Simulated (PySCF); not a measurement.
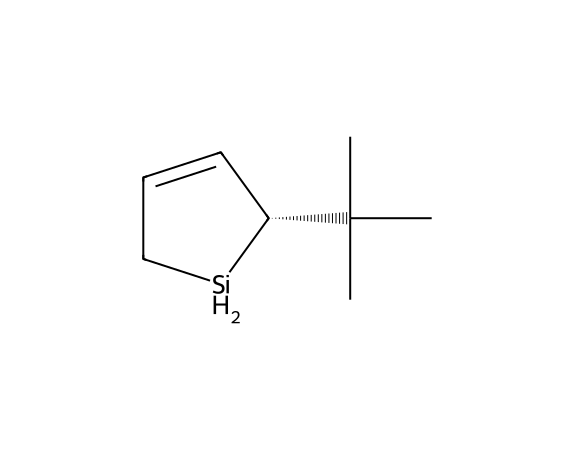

The computed structure is the end point of a GFN2-xTB optimisation. No frequency run is at hand to confirm it as a minimum. Properties computed with PBE0/pcSseg-1, gas phase (PySCF 2.14.0).

**Estimate the HOMO energy (Kohn–Sham orbital).**

−7.01 eV.

**Estimate the dipole moment.**

0.27 D.

**Estimate the LUMO energy (Kohn–Sham orbital).**

0.60 eV.

The geometry is semi-empirical. Around Si such bond lengths and angles can be off by a tenth of an ångström or more and by several degrees, and values that hang on the shape move with them.
